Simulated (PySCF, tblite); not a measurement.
# C2H8B2N2: dynamics, then NMR shifts on frames, part 2 of 2

tblite 0.8.0 and PySCF 2.14.0. Atoms count from 0. Earlier steps stand in the parts before.

### 5 Nuclear shieldings: 625 fs, PBE0/pcSseg-1

The job: settings as JSON, then the geometry in Å.

```
{"job": {"kind": "nmr", "xc": "PBE0", "basis": "pcSseg-1", "pop": false}, "charge": 0, "multiplicity": 1}
C      2.204700    -0.476400    -1.047400
C      1.702100    -1.122400    -0.159500
B      0.752400    -1.428400     1.008200
N     -0.041900    -0.058900     1.239100
B     -1.432100    -0.757400     0.948300
N     -0.603100    -2.113000     0.561200
H      2.368200     0.104100    -1.938400
H      0.956100    -2.083700     2.014400
H      0.144800     0.661800     0.514400
H      0.031500     0.470200     2.086700
H     -2.072600    -0.938200     1.925900
H     -2.051400    -0.217000    -0.007500
H     -0.593100    -2.339800    -0.429000
H     -0.914100    -3.011800     0.876000
```

Method: GIAO PBE0/pcSseg-1 NMR shielding, non-relativistic, gas phase.

Output:

```text
coarse grid: 11432 points
cycle   1  E = -239.8283879084  dE =  6.577e-01  |g| = 4.559e-01  |ddm| = 3.186e+00
cycle   2  E = -239.8173926418  dE =  1.100e-02  |g| = 5.234e-01  |ddm| = 9.779e-01
cycle   3  E = -239.8797120532  dE = -6.232e-02  |g| = 1.855e-01  |ddm| = 5.615e-01
cycle   4  E = -239.8880881230  dE = -8.376e-03  |g| = 3.938e-02  |ddm| = 1.440e-01
cycle   5  E = -239.8884222028  dE = -3.341e-04  |g| = 1.513e-02  |ddm| = 4.098e-02
cycle   6  E = -239.8884720253  dE = -4.982e-05  |g| = 2.381e-03  |ddm| = 1.186e-02
cycle   7  E = -239.8884733448  dE = -1.319e-06  |g| = 4.927e-04  |ddm| = 2.784e-03
final grid: 109792 points
cycle   8  E = -239.9148243085  dE = -4.854e-05  |g| = 7.805e-03  |ddm| = 2.914e-02
cycle   9  E = -239.9148163595  dE =  7.949e-06  |g| = 1.013e-02  |ddm| = 1.584e-02
cycle  10  E = -239.9148385057  dE = -2.215e-05  |g| = 1.443e-03  |ddm| = 8.375e-03
cycle  11  E = -239.9148389642  dE = -4.585e-07  |g| = 5.316e-04  |ddm| = 1.268e-03
cycle  12  E = -239.9148390299  dE = -6.572e-08  |g| = 1.648e-04  |ddm| = 4.738e-04
cycle  13  E = -239.9148390365  dE = -6.629e-09  |g| = 1.318e-05  |ddm| = 1.317e-04
cycle  14  E = -239.9148390366  dE = -3.695e-11  |g| = 3.430e-06  |ddm| = 1.888e-05
converged SCF energy = -239.9148390366

GIAO shielding tensors (ppm)
atom      isotropic    diamagn.    paramagn.     s11        s22        s33       span
  0 C       82.319     268.153    -185.834      1.282     18.750    226.926    225.643
  1 C       75.718     265.172    -189.454    -39.140    -27.000    293.293    332.434
  2 B      117.132     186.053     -68.921    104.152    118.961    128.284     24.132
  3 N      212.190     321.478    -109.288    164.065    226.830    245.676     81.611
  4 B      112.421     188.577     -76.156     99.744    108.964    128.554     28.811
  5 N      232.096     318.979     -86.882    206.643    238.900    250.747     44.104
  6 H       28.228      32.947      -4.719     23.359     24.275     37.049     13.689
  7 H       27.469      27.119       0.350     24.580     26.504     31.322      6.742
  8 H       28.811      34.674      -5.863     24.148     26.357     35.928     11.780
  9 H       29.731      31.780      -2.049     23.763     26.357     39.073     15.310
 10 H       28.190      30.089      -1.899     25.233     28.225     31.112      5.879
 11 H       27.303      29.362      -2.059     24.263     26.764     30.882      6.619
 12 H       30.034      32.937      -2.902     23.951     28.056     38.097     14.146
 13 H       30.786      29.402       1.384     24.100     26.806     41.452     17.352
```

Wall time 9.2 s (1 thread of Arm Neoverse V2, shared host); peak memory 0.7 GiB.

In short: δ C1 111.2, C0 104.6, B4 -12.4, B2 -17.1, H11 4.41, H7 4.25 ppm.

### 6 NMR shieldings: 800 fs, PBE0/pcSseg-1

The job: settings as JSON, then the geometry in Å.

```
{"job": {"kind": "nmr", "xc": "PBE0", "basis": "pcSseg-1", "pop": false}, "charge": 0, "multiplicity": 1}
C      2.338600    -1.531300    -0.892000
C      1.611700    -1.547300     0.044400
B      0.673100    -1.453400     1.214500
N      0.423600     0.131700     1.554300
B     -1.125400    -0.192100     1.276800
N     -0.771400    -1.509800     0.541800
H      3.011900    -2.053700    -1.521600
H      0.889800    -2.244800     2.092800
H      0.926600     0.775600     0.908400
H      0.374100     0.525100     2.520800
H     -1.634900    -0.624200     2.289100
H     -1.650700     0.657100     0.669500
H     -0.793900    -1.573300    -0.434300
H     -1.285300    -2.455900     0.797900
```

Level: GIAO PBE0/pcSseg-1 NMR shielding, non-relativistic, gas phase.

Output:

```text
coarse grid: 11432 points
cycle   1  E = -239.8090366254  dE =  7.246e-01  |g| = 4.786e-01  |ddm| = 3.203e+00
cycle   2  E = -239.8061642935  dE =  2.872e-03  |g| = 5.148e-01  |ddm| = 1.119e+00
cycle   3  E = -239.8689487786  dE = -6.278e-02  |g| = 1.732e-01  |ddm| = 6.116e-01
cycle   4  E = -239.8761015873  dE = -7.153e-03  |g| = 3.937e-02  |ddm| = 1.393e-01
cycle   5  E = -239.8764415374  dE = -3.400e-04  |g| = 1.475e-02  |ddm| = 4.100e-02
cycle   6  E = -239.8764890090  dE = -4.747e-05  |g| = 2.733e-03  |ddm| = 1.253e-02
cycle   7  E = -239.8764905795  dE = -1.571e-06  |g| = 5.326e-04  |ddm| = 2.719e-03
final grid: 109792 points
cycle   8  E = -239.9026839373  dE = -5.501e-05  |g| = 7.525e-03  |ddm| = 3.128e-02
cycle   9  E = -239.9026767008  dE =  7.237e-06  |g| = 9.726e-03  |ddm| = 1.562e-02
cycle  10  E = -239.9026974641  dE = -2.076e-05  |g| = 1.421e-03  |ddm| = 8.385e-03
cycle  11  E = -239.9026978954  dE = -4.313e-07  |g| = 5.285e-04  |ddm| = 1.299e-03
cycle  12  E = -239.9026979589  dE = -6.349e-08  |g| = 1.729e-04  |ddm| = 4.582e-04
cycle  13  E = -239.9026979662  dE = -7.313e-09  |g| = 1.667e-05  |ddm| = 1.369e-04
cycle  14  E = -239.9026979663  dE = -5.736e-11  |g| = 4.206e-06  |ddm| = 2.153e-05
converged SCF energy = -239.9026979663

GIAO shielding tensors (ppm)
atom      isotropic    diamagn.    paramagn.     s11        s22        s33       span
  0 C       90.671     261.176    -170.505      8.502     33.055    230.456    221.954
  1 C       67.099     263.261    -196.163    -55.319    -36.567    293.181    348.500
  2 B      116.831     188.019     -71.188    104.671    115.064    130.759     26.089
  3 N      221.192     319.330     -98.138    185.714    229.999    247.862     62.149
  4 B      116.118     187.593     -71.475    100.502    116.662    131.189     30.687
  5 N      211.698     318.039    -106.341    184.790    203.525    246.779     61.988
  6 H       28.509      29.671      -1.161     23.599     24.922     37.006     13.407
  7 H       27.645      27.937      -0.292     26.210     26.796     29.930      3.720
  8 H       29.084      32.000      -2.916     23.308     27.259     36.686     13.378
  9 H       28.260      27.992       0.268     21.111     25.791     37.878     16.767
 10 H       27.982      29.832      -1.850     24.261     28.196     31.490      7.228
 11 H       28.624      29.655      -1.031     24.816     28.069     32.987      8.171
 12 H       30.879      35.225      -4.346     25.847     28.434     38.355     12.508
 13 H       27.304      26.191       1.113     21.157     24.498     36.257     15.100
```

Run time: 9.3 s. Hardware: 1 thread of Arm Neoverse V2, shared host; peak memory 0.7 GiB.

In short: δ C1 119.8, C0 96.3, B4 -16.0, B2 -16.8, H13 4.41, H7 4.07 ppm.

### 7 Shielding tensors: 1000 fs, PBE0/pcSseg-1

The job: settings as JSON, then the geometry in Å.

```
{"job": {"kind": "nmr", "xc": "PBE0", "basis": "pcSseg-1", "pop": false}, "charge": 0, "multiplicity": 1}
C      2.567300    -1.288000    -0.712700
C      1.638500    -1.175600     0.052300
B      0.722600    -1.402400     1.251700
N      0.072300    -0.154700     2.086600
B     -0.969700    -0.135000     0.954600
N     -0.703600    -1.596600     0.505400
H      3.286700    -1.404500    -1.469200
H      0.988300    -2.183000     2.107200
H      0.518500     0.653400     2.371400
H     -0.243100    -0.703700     2.889000
H     -2.036500     0.087400     1.529300
H     -0.504100     0.673900     0.064500
H     -0.798600    -1.906700    -0.483200
H     -1.264100    -2.192700     1.046300
```

With the program's defaults for keys left out, this is: GIAO PBE0/pcSseg-1 NMR shielding, non-relativistic, gas phase.

Output:

```text
coarse grid: 11432 points
cycle   1  E = -239.8109848753  dE =  7.867e-01  |g| = 4.732e-01  |ddm| = 3.218e+00
cycle   2  E = -239.7994056605  dE =  1.158e-02  |g| = 5.403e-01  |ddm| = 1.144e+00
cycle   3  E = -239.8654793898  dE = -6.607e-02  |g| = 1.911e-01  |ddm| = 6.403e-01
cycle   4  E = -239.8744093909  dE = -8.930e-03  |g| = 4.040e-02  |ddm| = 1.568e-01
cycle   5  E = -239.8747758525  dE = -3.665e-04  |g| = 1.348e-02  |ddm| = 3.674e-02
cycle   6  E = -239.8748145803  dE = -3.873e-05  |g| = 2.506e-03  |ddm| = 1.188e-02
cycle   7  E = -239.8748159886  dE = -1.408e-06  |g| = 3.554e-04  |ddm| = 3.056e-03
final grid: 109792 points
cycle   8  E = -239.9012283765  dE = -4.437e-05  |g| = 8.249e-03  |ddm| = 3.018e-02
cycle   9  E = -239.9012204170  dE =  7.960e-06  |g| = 1.042e-02  |ddm| = 1.693e-02
cycle  10  E = -239.9012433711  dE = -2.295e-05  |g| = 1.669e-03  |ddm| = 9.175e-03
cycle  11  E = -239.9012440106  dE = -6.395e-07  |g| = 5.182e-04  |ddm| = 1.445e-03
cycle  12  E = -239.9012440742  dE = -6.367e-08  |g| = 1.353e-04  |ddm| = 4.487e-04
cycle  13  E = -239.9012440787  dE = -4.509e-09  |g| = 1.246e-05  |ddm| = 1.311e-04
cycle  14  E = -239.9012440788  dE = -3.513e-11  |g| = 3.404e-06  |ddm| = 1.709e-05
converged SCF energy = -239.9012440788

GIAO shielding tensors (ppm)
atom      isotropic    diamagn.    paramagn.     s11        s22        s33       span
  0 C       83.740     262.821    -179.081      6.768     16.755    227.699    220.931
  1 C       88.518     254.254    -165.736    -20.392    -10.461    296.409    316.801
  2 B      111.970     181.651     -69.682     96.366    114.759    124.784     28.418
  3 N      228.523     318.609     -90.086    181.846    224.081    279.642     97.796
  4 B      114.615     189.610     -74.995     99.484    120.735    123.628     24.144
  5 N      229.658     315.803     -86.145    194.134    224.950    269.889     75.755
  6 H       29.591      34.037      -4.447     24.973     25.190     38.608     13.635
  7 H       27.613      28.154      -0.540     24.716     26.625     31.499      6.783
  8 H       31.562      32.478      -0.916     25.155     28.291     41.239     16.084
  9 H       29.930      29.071       0.859     23.394     27.499     38.896     15.503
 10 H       27.706      29.735      -2.029     23.233     27.133     32.751      9.518
 11 H       26.797      29.001      -2.205     24.348     25.996     30.046      5.699
 12 H       29.458      29.415       0.043     22.915     26.885     38.573     15.658
 13 H       30.561      29.893       0.668     24.260     27.010     40.413     16.153
```

Wall time 9.3 s (1 thread of Arm Neoverse V2, shared host); peak memory 0.7 GiB.

Key values: δ C0 103.2, C1 98.4, B2 -11.9, B4 -14.5, H11 4.92, H7 4.10 ppm.

### 8 Side by side: NMR shifts

Shifts (ppm) of some atoms, chosen among heavy atoms and hydrogens apart, with basis size and wall time:

| frame | C1 | C0 | H13 | H9 | B4 | N5 | N3 | functions | time |
| --- | --- | --- | --- | --- | --- | --- | --- | --- | --- |
| 250 fs | 107.5 | 97.5 | 2.66 | 1.23 | -20.6 | 47.1 | 27.5 | 142 | 9.2 s |
| 425 fs | 107.3 | 99.6 | 3.39 | 4.17 | -13.3 | 47.1 | 49.3 | 142 | 9.2 s |
| 625 fs | 111.2 | 104.6 | 0.93 | 1.99 | -12.4 | 35.6 | 55.5 | 142 | 9.2 s |
| 800 fs | 119.8 | 96.3 | 4.41 | 3.46 | -16.0 | 56.0 | 46.5 | 142 | 9.3 s |
| 1000 fs | 98.4 | 103.2 | 1.16 | 1.79 | -14.5 | 38.1 | 39.2 | 142 | 9.3 s |

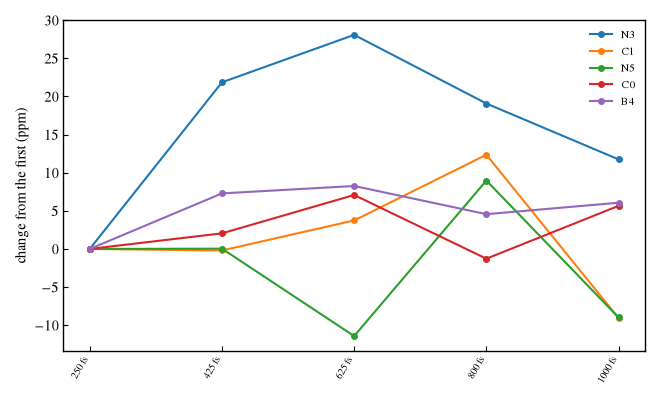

How five of the tabulated atoms move from run to run.

### 9 Summary of results

What follows sums up all 2 parts.

```
                                           quantity                                               value
                                         thermostat                                               600 K
                      mean temperature, second half                                               606 K
            mean potential energy above the minimum                                             0.99 eV
     ¹³C shifts against TMS (PBE0/pcSseg-1, 250 fs)                                     107.5, 97.5 ppm
      ¹H shifts against TMS (PBE0/pcSseg-1, 250 fs)  5.46, 3.94, 2.66, 2.52, 2.14, 1.42, 1.23, 0.99 ppm
¹¹B shifts against BF3·OEt2 (PBE0/pcSseg-1, 250 fs)                                    -11.3, -20.6 ppm
     ¹⁵N shifts against NH3 (PBE0/pcSseg-1, 250 fs)                                      47.1, 27.5 ppm
                           range of the shift of N3                                    27.5 to 55.5 ppm
```

**Reading.** In the second half the potential energy averages 0.99 eV above the minimum; equipartition over 36 harmonic modes at 600 K would give 0.93 eV. With 14 atoms the temperature swings widely (361 to 896 K). Shifts at one fixed geometry are not the observed spectrum, which averages over the motion. In the first frame run (250 fs): Shielding is most anisotropic at C1 (span 331 ppm, paramagnetic term -182 ppm). In ppm, N3 moves most: its shift spreads over 28.1 ppm, from 27.5 (250 fs) to 55.5 (625 fs).
